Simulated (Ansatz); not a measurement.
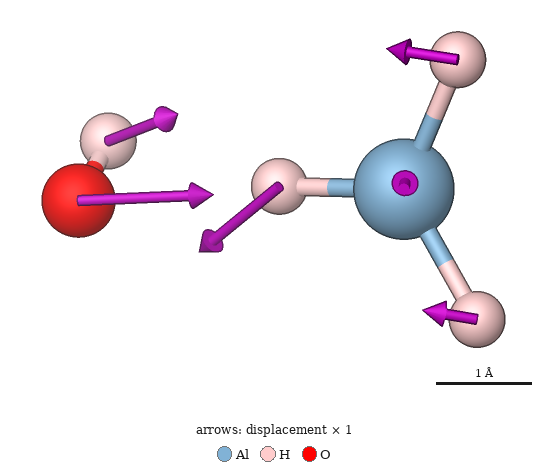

This is a relaxation of AlH$_{4}$O (multiplicity 2). The starting structure is drawn; purple arrows show the displacements, at their true length. The two geometries are superimposed by the best rigid fit.

A ball-and-stick model, seen at a tilt.

The run prepares an end point of a later path (reaction) calculation, from a guessed geometry.

Level of theory: UKS r2SCAN/cc-pVDZ in Ansatz.

Input
```yaml
crystal:
  periodic: [false, false, false]
  atoms:
    - { symbol: Al, position_ang: [-0.000728, -0.016682, -0.102888] }
    - { symbol: H, position_ang: [-0.036099, -0.260693, 1.449606] }
    - { symbol: H, position_ang: [1.393123, 0.085328, -0.862547] }
    - { symbol: H, position_ang: [-1.372114, 0.078396, -0.905495] }
    - { symbol: O, position_ang: [0.003521, 0.074404, 3.631763] }
    - { symbol: H, position_ang: [-0.502103, -0.761853, 3.616662] }
magnetization:
  spin_polarized: true
  initial_magnetization: 1
basis:
  gaussian: { orbitals: cc-pVDZ }
hamiltonian:
  xc: r2scan
relax:
  f_tol: 0.03
  max_steps: 50
```

Command:
```bash
ansatz run input.yaml --threads 1 --pin off --max-ram 2048MiB --backend cpu --events-out ev --progress --plain --runs-dir out
```

Q: Describe the change and its energy.

A: O5 moves most after the best rigid fit: 1.52 Å. By element the largest moves are O 1.52 Å, H 1.39 Å, Al 0.48 Å. Near-neighbour distances that change, for instance: Al1–O5 3.736 → 2.090 Å, H2–O5 2.208 → 0.971 Å, Al1–H2 1.572 → 2.638 Å, Al1–H3 1.591 → 1.611 Å. New bonds form, among them: Al1–O5 (3.74 → 2.09 Å), H2–O5 (2.21 → 0.97 Å). Bonds break, among them: Al1–H2 (1.57 → 2.64 Å). The energy falls by 2.409 eV in 18 geometry steps. Largest force component: 0.47 eV/Å at the start, 0.028 eV/Å at the end. The run took 84 s on 1 thread of Arm Neoverse V1, on a shared host, peak memory 0.15 GiB.

Limits of the set-up: the start holds two separate molecules, 2.2 Å apart at their closest, whose relative position is a soft coordinate and is computed without a dispersion correction.
